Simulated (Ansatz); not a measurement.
# UPBE0/STO-3G run of BH3O− (SMILES [BH2-]O)

What is the energy change on altering one bond length of BH3O− at UPBE0/STO-3G? 

The calculation is run with Ansatz 0.2.0.

1 further run of the same task is left out (set aside as unsound or not needed).

## 1. The system as given

BH3O− has 5 atoms, charge -1, and is taken as a doublet. As SMILES, `[BH2-]O`. Geometry: relaxed at GFN2-xTB.

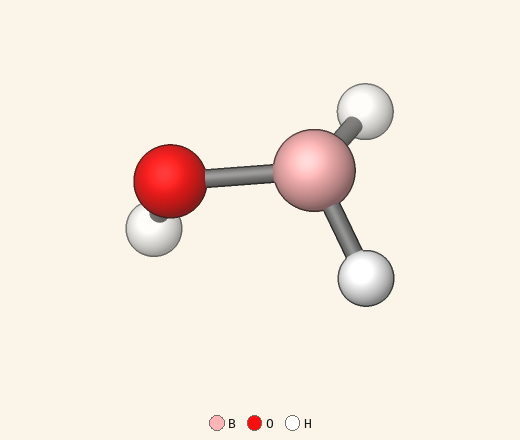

The structure, seen from a chosen angle (boron pink, oxygen red, hydrogen white).

## 2. The energy at UPBE0/STO-3G

The input, input.yaml:

```yaml
crystal:
  periodic: [false, false, false]
  atoms:
    - {symbol: B, position_ang: [-0.558550, -0.234200, 0.180320]}
    - {symbol: O, position_ang: [0.255120, 1.054670, 0.280220]}
    - {symbol: H, position_ang: [0.033680, -1.207330, 0.735040]}
    - {symbol: H, position_ang: [-0.823360, -0.530130, -1.022660]}
    - {symbol: H, position_ang: [1.093110, 0.916990, -0.172930]}
basis:
  gaussian: {orbitals: STO-3G}
total_charge: -1
magnetization: {spin_polarized: true, initial_magnetization: 1}
hamiltonian: {xc: pbe0}
accuracy: high
```

The run is started by

```bash
$ ansatz run input.yaml --threads 1 --pin off --max-ram 2610MiB --events-out events.jsonl --progress --plain --runs-dir runs
```

Standard output:

```text
Warning: RAYON_NUM_THREADS=1 ignored (pool sized by the plan → 1); use --threads N
Functional definition: PBE0
  name "PBE0"
  parameter a = 0.25
  parameter kappa = 0.804
  parameter beta = 0.06672455060314922
  exchange = (1 - a)*pbe_x(kappa = kappa, mu = beta*pi^2/3) + a*exact_x
  correlation = pbe_c(beta = beta)
208 factors; integrals over basis functions are off by at most 5.0e-8 eV
mean field evaluation 1: about -2724.9216 eV, gradient 1.3e1 eV
mean field evaluation 2: about -2725.8640 eV, gradient 7.9e0 eV
mean field evaluation 4: about -2726.2642 eV, gradient 2.2e-1 eV
mean field evaluation 8: about -2726.2460 eV, gradient 1.4e-3 eV
mean field evaluation 16: about -2726.2460 eV, gradient 9.3e-8 eV
mean field -2726.24603201 eV, -100.1876937604 hartree, gradient 1.3e-8 eV, S^2 0.752270; 0 other end points of the search recorded, 0 dependent functions left out
reference -2726.24603323 eV, -100.1876938053 hartree; 9, 8 occupied and 4, 5 virtual orbitals, 208 factors
Total energy: -2726.24603323 eV, -100.1876938053 hartree
```

It took 1.2 s on 1 thread of Arm Neoverse V1, shared host; peak memory 0.11 GiB.

## 3. The distorted shape

The input, molecule.yaml:

```yaml
crystal:
  periodic: [false, false, false]
  atoms:
    - {symbol: B, position_ang: [-0.761988, -0.556449, 0.155343]}
    - {symbol: O, position_ang: [0.255120, 1.054670, 0.280220]}
    - {symbol: H, position_ang: [-0.169758, -1.529579, 0.710063]}
    - {symbol: H, position_ang: [-1.026798, -0.852379, -1.047637]}
    - {symbol: H, position_ang: [1.093110, 0.916990, -0.172930]}
basis:
  gaussian:
    orbitals: STO-3G
total_charge: -1
magnetization:
  spin_polarized: true
  initial_magnetization: 1
hamiltonian:
  xc: pbe0
accuracy: high
```

The run is started by

```bash
$ ansatz run molecule.yaml --threads 1 --pin off --max-ram 2610MiB --events-out events.jsonl --progress --plain --runs-dir runs
```

Standard output:

```text
Warning: RAYON_NUM_THREADS=1 ignored (pool sized by the plan → 1); use --threads N
Functional definition: PBE0
  name "PBE0"
  parameter a = 0.25
  parameter kappa = 0.804
  parameter beta = 0.06672455060314922
  exchange = (1 - a)*pbe_x(kappa = kappa, mu = beta*pi^2/3) + a*exact_x
  correlation = pbe_c(beta = beta)
207 factors; integrals over basis functions are off by at most 3.8e-8 eV
mean field evaluation 1: about -2708.5058 eV, gradient 3.6e1 eV
mean field evaluation 2: about -2689.5032 eV, gradient 3.7e1 eV
mean field evaluation 4: about -2712.0092 eV, gradient 2.8e1 eV
mean field evaluation 8: about -2724.7859 eV, gradient 1.0e0 eV
mean field evaluation 16: about -2724.7584 eV, gradient 8.1e-4 eV
mean field -2724.75844696 eV, -100.1330260183 hartree, gradient 1.9e-8 eV, S^2 0.754724; 0 other end points of the search recorded, 0 dependent functions left out
reference -2724.75844821 eV, -100.1330260643 hartree; 9, 8 occupied and 4, 5 virtual orbitals, 207 factors
Total energy: -2724.75844821 eV, -100.1330260643 hartree
```

It took 1.3 s on 1 thread of Arm Neoverse V1, shared host; peak memory 0.11 GiB.

## 4. Outcome

At UPBE0/STO-3G:

| quantity | value |
| --- | --- |
| first shape: total energy | -100.18769 Eh |
| first shape: ⟨S²⟩ | 0.752 |
| distorted shape: total energy | -100.13303 Eh |
| distorted shape: ⟨S²⟩ | 0.755 |
| energy change with the B1–O2 bond stretched from 1.527 to 1.909 Å | 1.488 eV |

What this shows: With the B1–O2 bond stretched from 1.527 to 1.909 Å the energy rises by 1.49 eV (144 kJ/mol). The first shape isn't relaxed at this level, so the change isn't measured from a minimum. The minimal basis adds a large error of its own.
